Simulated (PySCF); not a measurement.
# Excited-state calculation of C3H11PSi2

C3H11PSi2, SMILES C=C[Si@@H](C)P[SiH3], computed with TDDFT PBE0/6-31+G*, vertical, gas phase, core orbitals frozen in the response (PySCF 2.14.0).

The geometry comes from this level: PBE0-D3(BJ)/def2-SVP.

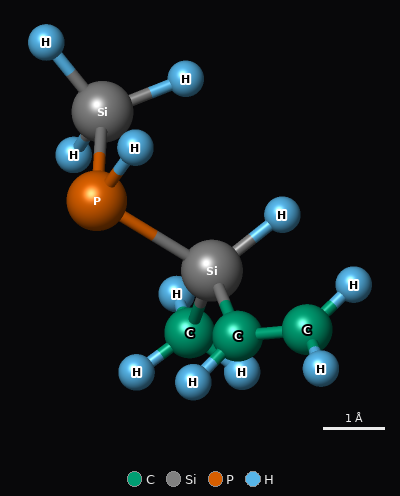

Fig. 1: The structure as given in the input (ball-and-stick view, seen at a tilt). Bond lengths as drawn: C–C 1.34 Å, C–H 1.10 Å, C–Si 1.87 to 1.88 Å, H–P 1.43 Å, H–Si 1.49 to 1.50 Å and P–Si 2.26 to 2.27 Å.

**Input file**
```
{"job": {"kind": "uv", "xc": "PBE0", "basis": "6-31+G*"}, "charge": 0, "multiplicity": 1}
C     -3.162374    -0.578538     0.400058
C     -2.213441     0.325222     0.672091
Si    -0.504427     0.284335    -0.081080
C     -0.102199     1.885332    -0.978527
P      0.991621     0.067614     1.615696
Si     2.788790    -0.413841     0.336423
H     -4.158232    -0.536340     0.855955
H     -2.985608    -1.407673    -0.294957
H     -2.450915     1.130201     1.381317
H     -0.443743    -0.875997    -1.027949
H     -0.109175     2.733181    -0.275848
H      0.891772     1.842916    -1.450338
H     -0.847440     2.081117    -1.764965
H      0.667894    -1.298389     1.891846
H      3.864285    -0.985079     1.202574
H      3.282697     0.866026    -0.257421
H      2.507551    -1.372512    -0.778404
```

The first line tells a small driver script what to run in PySCF; the rest is the geometry in Å.

**Output**
```
coarse grid: 14952 points
cycle   1  E = -1040.7244855524  dE =  1.014e-01  |g| = 3.968e-01  |ddm| = 4.629e+00
cycle   2  E = -1040.7156940142  dE =  8.792e-03  |g| = 4.308e-01  |ddm| = 1.693e+00
cycle   3  E = -1040.7683144184  dE = -5.262e-02  |g| = 5.061e-02  |ddm| = 1.244e+00
cycle   4  E = -1040.7687810445  dE = -4.666e-04  |g| = 3.273e-02  |ddm| = 1.461e-01
cycle   5  E = -1040.7690694028  dE = -2.884e-04  |g| = 4.362e-03  |ddm| = 4.041e-02
cycle   6  E = -1040.7690753823  dE = -5.979e-06  |g| = 9.666e-04  |ddm| = 1.820e-02
final grid: 128496 points
cycle   7  E = -1040.6935742349  dE = -1.501e-05  |g| = 7.211e-03  |ddm| = 6.069e-02
cycle   8  E = -1040.6935686725  dE =  5.562e-06  |g| = 8.471e-03  |ddm| = 3.385e-02
cycle   9  E = -1040.6935898244  dE = -2.115e-05  |g| = 2.461e-04  |ddm| = 1.890e-02
cycle  10  E = -1040.6935898388  dE = -1.440e-08  |g| = 1.275e-04  |ddm| = 9.583e-04
cycle  11  E = -1040.6935898430  dE = -4.168e-09  |g| = 4.681e-05  |ddm| = 3.681e-04
cycle  12  E = -1040.6935898435  dE = -5.339e-10  |g| = 1.728e-05  |ddm| = 9.599e-05
```

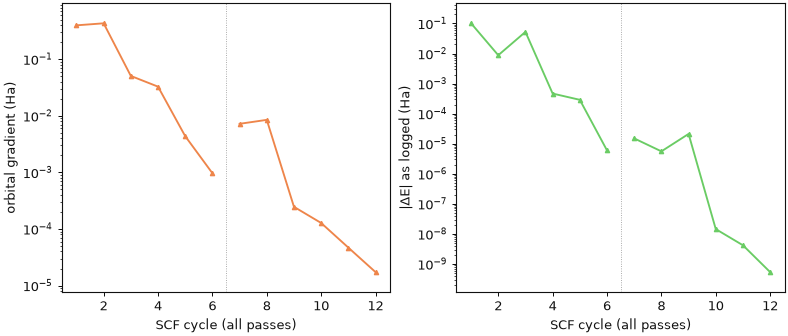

Fig. 2: Convergence of the self-consistent field: orbital gradient and size of the energy change against the SCF cycle. The dotted line marks the change from a coarse to the final integration grid. The first 6 cycles use a coarse grid, the final grid takes over at cycle 7, and the field converges after 12 cycles in all.

```
converged SCF energy = -1040.6935898435

Static polarisability (au): isotropic 116.710, principal 99.943 103.427 146.759

Singlet excitations
state   eV       nm        f      main configurations
  1   5.4851    226.0   0.03243   H->L 0.96
  2   6.0655    204.4   0.02859   H->L+1 0.81, H->L+2 0.11
  3   6.2009    199.9   0.02630   H->L+2 0.36, H-1->L 0.33, H-2->L 0.21
  4   6.3909    194.0   0.29834   H->L+2 0.47, H-1->L 0.20, H-2->L 0.17
  5   6.4866    191.1   0.04364   H->L+3 0.87
  6   6.6809    185.6   0.20556   H-2->L 0.35, H-1->L 0.32
  7   6.7306    184.2   0.03449   H->L+4 0.53, H->L+6 0.26
  8   6.7531    183.6   0.02161   H->L+6 0.51, H->L+4 0.27
  9   6.8183    181.8   0.19665   H-1->L+1 0.70
 10   6.9522    178.3   0.03677   H->L+5 0.70, H-1->L+1 0.11

Triplet excitations (Tamm-Dancoff, eV): 4.1103 5.1457 5.4404 5.6960
```

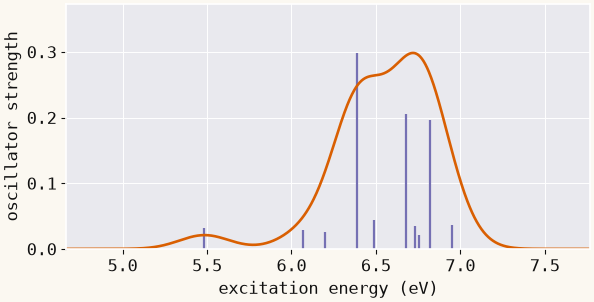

Fig. 3: Computed excitations as sticks (degenerate states added up, dark ones marked on the axis), with a Gaussian envelope of 0.35 eV full width at half maximum, scaled to the tallest. Of the 10 states the lowest lies at 5.49 eV (f = 0.032); the strongest line is at 6.39 eV, or 194 nm (f = 0.298).

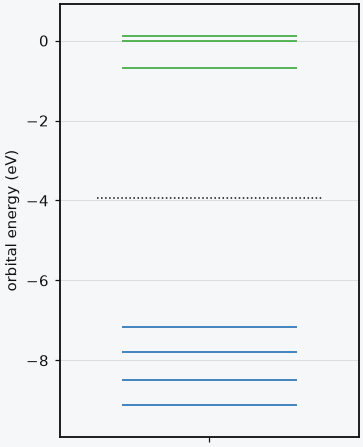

Fig. 4: Orbital energies near the frontier; the dotted line parts filled from empty levels, and levels within 0.02 eV of each other stand side by side. Highest filled −7.16 eV, lowest empty −0.69 eV, 6.47 eV apart.

**Results in brief**

```csv
quantity,value
outcome,converged
total energy,−1040.693590 hartree
HOMO,−7.16 eV
LUMO,−0.69 eV
dipole moment,1.27 D
mean polarisability,116.71 a.u.
lowest singlet excitation,5.49 eV
hardware,"1 CPU thread, shared host"
wall time,13 s
peak memory,0.94 GiB
```
